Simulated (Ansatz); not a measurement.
C₂H₅BrSn (SMILES C[CH2][Sn][Br])

```xyz
9

C     0.4892   -1.9821    0.5999
C     1.1952   -1.3069    1.7660
Br   -0.0081    1.5637    0.0771
Sn    0.4784    0.6791    2.4237
H     0.4810   -1.3364   -0.2913
H    -0.5610   -2.2171    0.8370
H     0.9768   -2.9318    0.3222
H     1.1937   -1.9434    2.6692
H     2.2628   -1.1291    1.5280
```

Geometry: PBE0-D3(BJ)/def2-SVP; core potentials replace the inner electrons of Sn.

Method: isolated molecule in a Gaussian basis; Kohn-Sham density functional theory, functional PBE0 (Ansatz).

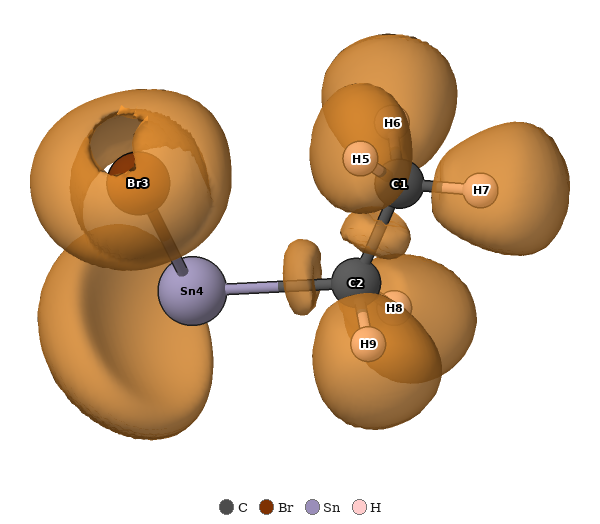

Figure 1. Isosurface of the ELF at 0.8 (orange), seen at a tilt. Only the valence region is drawn (cores and ρ < 0.01 e/Å³ removed).

> Where are the electrons localised?

The ELF exceeds this value in one region between bonded C–C atoms (shared pairs), five regions around hydrogen nuclei, one lobe of the valence shell of C pointing towards Sn (polar bonds), one ring or bowl of non-bonding electrons around Br and one lobe on Sn, pointing away from the bonds (lone pairs).


C–C (1.52 Å): the ELF peaks at about 0.95 between the atoms; localised, covalent bonding. C–Sn (2.21 Å): the ELF peaks at about 0.90 in the valence shell of C, 0.7 Å from its nucleus, and drops to about 0.20 between the two atoms.

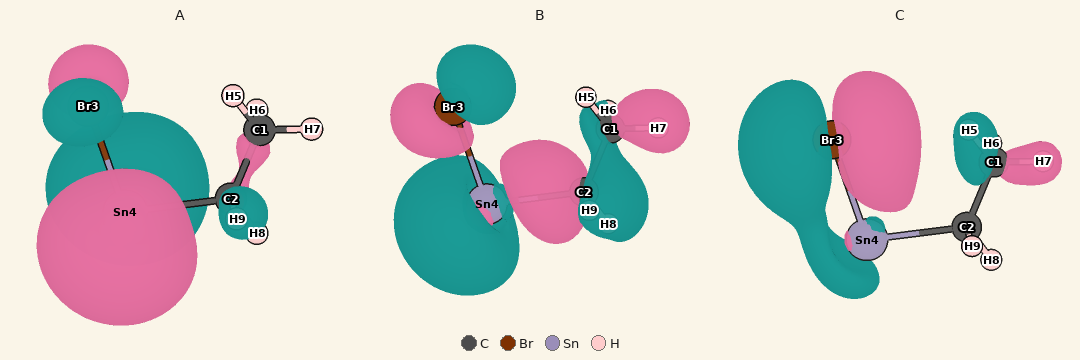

Figure 2. Three frontier orbitals at ±0.08 Å⁻³ᐟ² (teal and pink are the two phases), in no order.

> Order the three orbitals by energy and name them.

C is the HOMO−1 (−8.10 eV). Its weight (Hirshfeld) is mainly on Br3 (about 85 %) and Sn4 (about 10 %); largely a lone pair of Br3. B is the HOMO (−6.48 eV). Its weight (Hirshfeld) is mainly on Sn4 (about 50 %), C2 (about 25 %) and Br3 (about 15 %). A is the LUMO (−2.83 eV). By Hirshfeld shares it lies mainly on Sn4 (about 85 %) and Br3 (about 10 %).

> What is the HOMO–LUMO gap?

3.65 eV between the orbital energies.

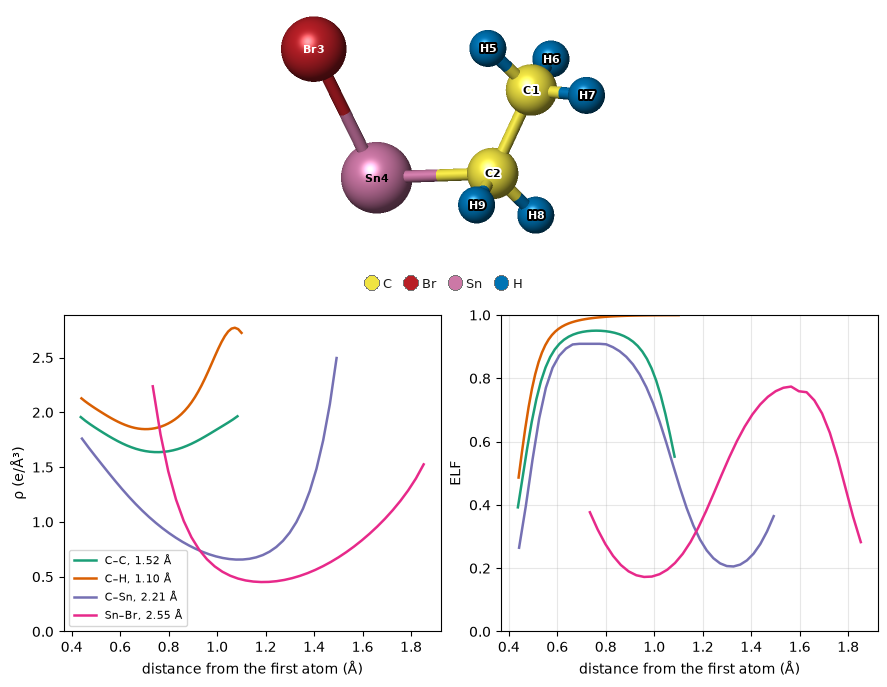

Figure 3. Electron density and ELF along straight lines between neighbouring atoms. The curves leave out the atomic cores. The structure is drawn too.

> What can be read from the curves?

C–C (1.52 Å): ρ is about 1.6 e/Å³ halfway; the ELF peaks at about 0.95 between the atoms: a shared electron pair.
C–H (1.10 Å): the density is about 2 e/Å³ at the midpoint; the ELF climbs to about 1 towards the hydrogen, as it does in any bond to H (a covalent bond by its length).
C–Sn (2.21 Å): ρ at the midpoint is about 0.66 e/Å³; the ELF peaks at about 0.90 in the valence shell of C, 0.7 Å from its nucleus, and drops to about 0.20 between the two atoms.
Sn–Br (2.55 Å): ρ is about 0.47 e/Å³ halfway; the ELF peaks at about 0.75 in the valence shell of Br, 1.0 Å from its nucleus, and drops to about 0.15 between the two atoms.

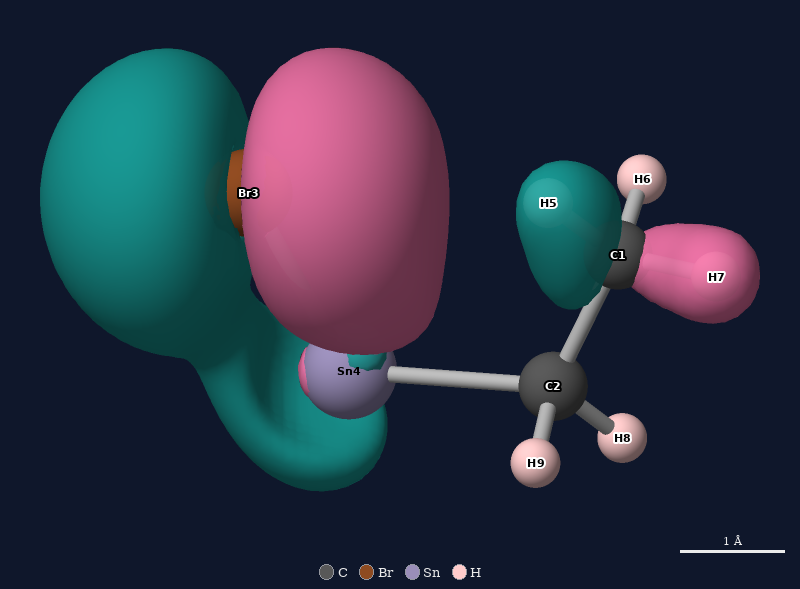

Figure 4. The HOMO−1 at ±0.08 Å⁻³ᐟ² (teal and pink are the two phases), seen at a tilt.

> What is the character of this orbital?

By Hirshfeld shares it lies mainly on Br3 (about 85 %) and Sn4 (about 10 %); largely a lone pair of Br3. Its energy is −8.10 eV.
